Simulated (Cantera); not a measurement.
A closed system holds: 1 mol HCl, 0.66 mol H2O, 0.52 mol O2, at 0.0380 bar.

Method: chemical equilibrium by Gibbs-energy minimisation in Cantera with the NASA 1993 tables (ideal gas, pure condensed phases). Candidate condensed phases: H2O; 14 gas species. Equilibrium is a limit: real reactors are often held back by kinetics, nucleation or transport.

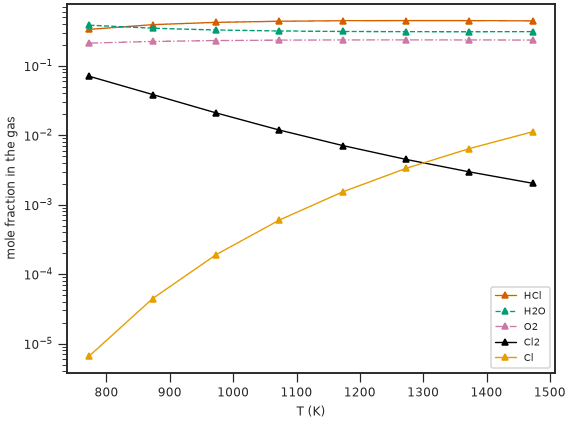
Figure: Equilibrium gas composition (values under 1e-9 drawn at 1e-9)

From 773 K to 1473 K nothing is condensed.
